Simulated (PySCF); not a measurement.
Run report: C2H6Br4OSi, geometry relaxation

C2H6Br4OSi, SMILES Br[Si](Br)(Br)Br.COC, computed with PBE0-D3(BJ)/ma-def2-SVP geometry optimisation, gas phase (PySCF 2.14.0).

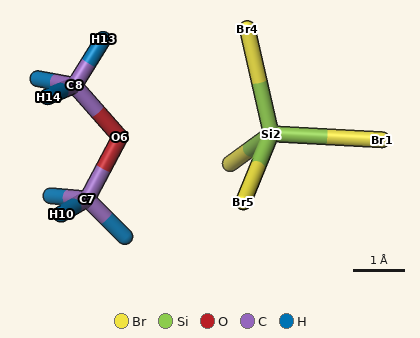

The structure as given in the input (stick view, seen at a tilt; atoms are numbered from 1 in the order of the input). Bond lengths as drawn: Br–Si 2.20 to 2.22 Å, C–H 1.09 to 1.10 Å and C–O 1.41 Å.

Results in brief:

```csv
quantity,value
outcome,converged
total energy,−10738.421874 hartree
dipole moment,2.21 D
point group,C1
hardware,"1 CPU thread, shared host"
wall time,5.7 min
peak memory,1.9 GiB
```

Input:
```
{"job": {"xc": "PBE0", "basis": "ma-def2-SVP", "d3": "d3bj", "grid": 1, "kind": "geom"}, "charge": 0, "multiplicity": 1}
Br     2.606351     1.144096    -0.804875
Si     0.617503     0.315456    -0.260914
Br     0.914997    -1.843787     0.073085
Br    -0.711356     0.699426    -1.977053
Br    -0.033722     1.414309     1.536308
O     -1.998538    -0.866143     0.684931
C     -2.048325    -1.429444     1.977020
C     -3.255190    -0.909939     0.047475
H     -1.052073    -1.369614     2.409974
H     -2.748809    -0.878193     2.613110
H     -2.355028    -2.479381     1.929495
H     -3.599018    -1.944375    -0.059779
H     -3.142557    -0.464096    -0.937953
H     -3.998856    -0.344368     0.619323
```

The first line tells a small driver script what to run in PySCF; the rest is the geometry in Å.

Launch command:
```bash
OMP_NUM_THREADS=1 python <driver script> task.json out
```

Log:
```
step   0  E = -10738.41973224  max force = 0.013325
step   1  E = -10738.42177239  max force = 0.000768
step   2  E = -10738.42186142  max force = 0.001125
step   3  E = -10738.42186949  max force = 0.000845
step   4  E = -10738.42187393  max force = 0.000360
optimisation converged
```

Trajectory as extended XYZ (Å, eV, eV/Å), 5 frames, from step=0 to step=4:
```
14
Properties=species:S:1:pos:R:3:forces:R:3 step=0 energy=-292207.28458
Br    2.6063    1.1441   -0.8049   -0.0082  -0.0285  -0.0203
Si    0.6175    0.3155   -0.2609    0.1301   0.0448  -0.0087
Br    0.9150   -1.8438    0.0731    0.0836  -0.0059   0.0051
Br   -0.7114    0.6994   -1.9770   -0.0094   0.0016  -0.0487
Br   -0.0337    1.4143    1.5363    0.0741   0.0668   0.0610
O    -1.9985   -0.8661    0.6849   -0.5283  -0.2381   0.1784
C    -2.0483   -1.4294    1.9770    0.0630   0.3107  -0.6852
C    -3.2552   -0.9099    0.0475    0.6625   0.0359   0.3239
H    -1.0521   -1.3696    2.4100    0.3080   0.0200   0.1364
H    -2.7488   -0.8782    2.6131   -0.2316   0.1521   0.2535
H    -2.3550   -2.4794    1.9295   -0.1091  -0.3594   0.0367
H    -3.5990   -1.9444   -0.0598   -0.1628  -0.3221  -0.0668
H    -3.1426   -0.4641   -0.9379    0.0193   0.1416  -0.3081
H    -3.9989   -0.3444    0.6193   -0.2910   0.1806   0.1429
14
Properties=species:S:1:pos:R:3:forces:R:3 step=1 energy=-292207.34009
Br    2.7154    1.1509   -0.8899    0.0024  -0.0076  -0.0005
Si    0.7460    0.3446   -0.2742    0.0232  -0.0064   0.0153
Br    1.0159   -1.8064    0.1242    0.0081  -0.0051  -0.0114
Br   -0.6485    0.6811   -1.9500    0.0089   0.0071   0.0084
Br    0.1163    1.4214    1.5458    0.0256   0.0191  -0.0303
O    -2.1161   -0.8915    0.6961   -0.0163  -0.0141   0.0234
C    -2.1504   -1.4433    1.9773    0.0082  -0.0117   0.0395
C    -3.3509   -0.9169    0.0483   -0.0329   0.0030  -0.0245
H    -1.1390   -1.3767    2.4017   -0.0275  -0.0048  -0.0009
H    -2.8495   -0.8944    2.6391    0.0129  -0.0101  -0.0134
H    -2.4558   -2.5083    1.9539    0.0039   0.0219   0.0037
H    -3.7212   -1.9535   -0.0809    0.0007   0.0258  -0.0073
H    -3.2166   -0.4612   -0.9422   -0.0290  -0.0116   0.0155
H    -4.1163   -0.3418    0.6066    0.0120  -0.0054  -0.0176
14
Properties=species:S:1:pos:R:3:forces:R:3 step=2 energy=-292207.34252
Br    2.9303    0.5982   -1.0489   -0.0070   0.0579   0.0301
Si    0.8880    0.1035   -0.3526   -0.0086  -0.0276  -0.0120
Br    0.8598   -2.0456    0.1316   -0.0001  -0.0126   0.0177
Br   -0.5111    0.5618   -1.9943   -0.0041   0.0196   0.0079
Br    0.4437    1.3277    1.4259    0.0307  -0.0451  -0.0289
O    -2.1862   -0.7771    0.7503   -0.0076   0.0566  -0.0174
C    -2.2527   -1.3159    2.0351    0.0196  -0.0221   0.0076
C    -3.4095   -0.7723    0.0796   -0.0120  -0.0308   0.0084
H    -1.2491   -1.2513    2.4776   -0.0143  -0.0159   0.0056
H    -2.9592   -0.7557    2.6785   -0.0043  -0.0003  -0.0120
H    -2.5657   -2.3789    2.0173    0.0025   0.0166   0.0031
H    -3.7985   -1.8000   -0.0660   -0.0008   0.0208  -0.0072
H    -3.2515   -0.3106   -0.9044    0.0006  -0.0143   0.0038
H    -4.1738   -0.1872    0.6282    0.0055  -0.0027  -0.0068
14
Properties=species:S:1:pos:R:3:forces:R:3 step=3 energy=-292207.34274
Br    2.9602    0.7028   -0.9093   -0.0132  -0.0054  -0.0083
Si    0.9144    0.1443   -0.2762   -0.0049  -0.0006   0.0057
Br    0.8728   -2.0283    0.0860    0.0118  -0.0053  -0.0299
Br   -0.4750    0.7155   -1.8895   -0.0047  -0.0041   0.0281
Br    0.4632    1.2529    1.5721    0.0028   0.0119   0.0166
O    -2.1955   -0.7861    0.7273   -0.0108   0.0053  -0.0316
C    -2.2876   -1.3547    1.9982    0.0154   0.0243  -0.0089
C    -3.4020   -0.7856    0.0254    0.0073  -0.0044   0.0435
H    -1.2918   -1.3087    2.4587    0.0048  -0.0069   0.0129
H    -3.0005   -0.8028    2.6412   -0.0108  -0.0022   0.0036
H    -2.6081   -2.4138    1.9523   -0.0052  -0.0090  -0.0129
H    -3.7847   -1.8133   -0.1299    0.0018  -0.0072  -0.0064
H    -3.2229   -0.3241   -0.9545    0.0153   0.0024  -0.0069
H    -4.1805   -0.2029    0.5556   -0.0096   0.0011  -0.0053
14
Properties=species:S:1:pos:R:3:forces:R:3 step=4 energy=-292207.34286
Br    2.9421    0.7289   -0.9150    0.0049  -0.0139  -0.0092
Si    0.9077    0.1506   -0.2640    0.0054   0.0108  -0.0064
Br    0.8741   -2.0314    0.0401    0.0040   0.0122  -0.0146
Br   -0.5029    0.7626   -1.8419   -0.0115  -0.0029   0.0185
Br    0.4901    1.2227    1.6140   -0.0151  -0.0034   0.0147
O    -2.1926   -0.7832    0.7201    0.0045  -0.0111   0.0084
C    -2.2809   -1.3610    1.9874   -0.0114   0.0080  -0.0038
C    -3.3991   -0.7940    0.0191    0.0092   0.0113  -0.0018
H    -1.2861   -1.3174    2.4504    0.0085   0.0055  -0.0017
H    -2.9967   -0.8166    2.6338   -0.0019  -0.0043   0.0050
H    -2.5993   -2.4204    1.9325    0.0005  -0.0057  -0.0076
H    -3.7736   -1.8246   -0.1359    0.0046  -0.0109   0.0007
H    -3.2222   -0.3332   -0.9618    0.0051   0.0043  -0.0042
H    -4.1829   -0.2162    0.5467   -0.0067   0.0002   0.0019
```

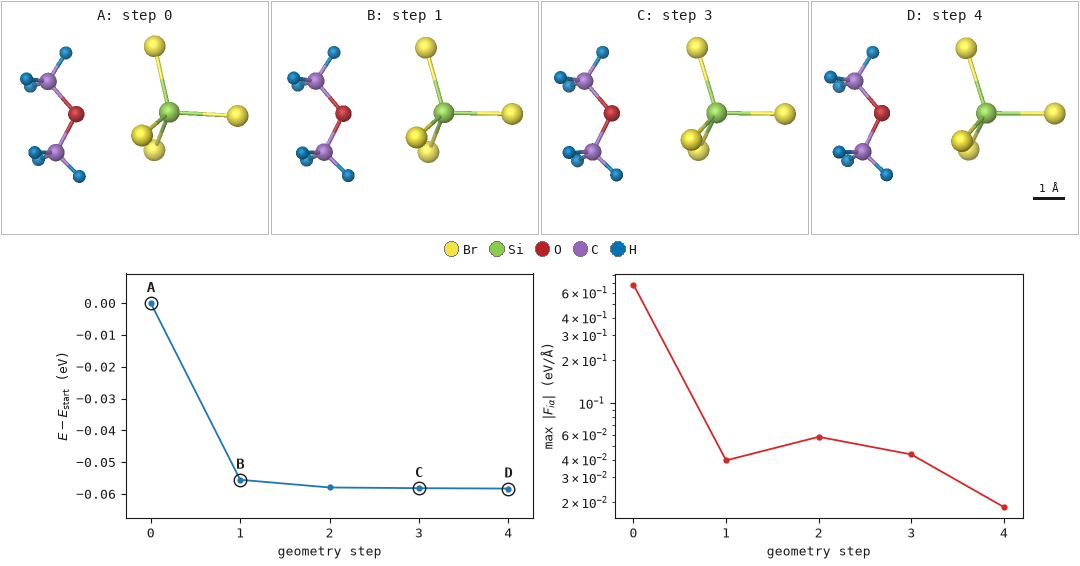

Frames of the relaxation (ball-and-stick view, seen on its broad side) above the curves, on which the letters mark them (steps are counted from 0).

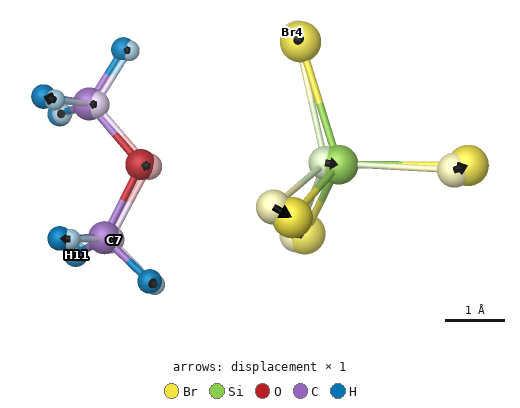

Start (faint) and end (solid) with the displacements as black arrows, at true length (ball-and-stick view, seen on its broad side). The two geometries are laid on each other by the best rigid fit. The atom that moves furthest after the best rigid fit is Br5 (0.37 Å). Largest moves by element: Br 0.37 Å, H 0.23 Å, Si 0.23 Å, O 0.15 Å, C 0.12 Å. Among the contacts that change: O6–C7 1.410 → 1.396 Å, C7–H11 1.095 → 1.108 Å, C7–H10 1.095 → 1.108 Å, C7–H9 1.088 → 1.098 Å. Among the angles that change: Br3–Si2–Br5 113.9° → 111.2°. The energy falls by 0.058 eV in 4 geometry steps. The largest force component goes from 0.69 to 0.018 eV/Å. (Atoms are counted from 1 in the order of the input.)
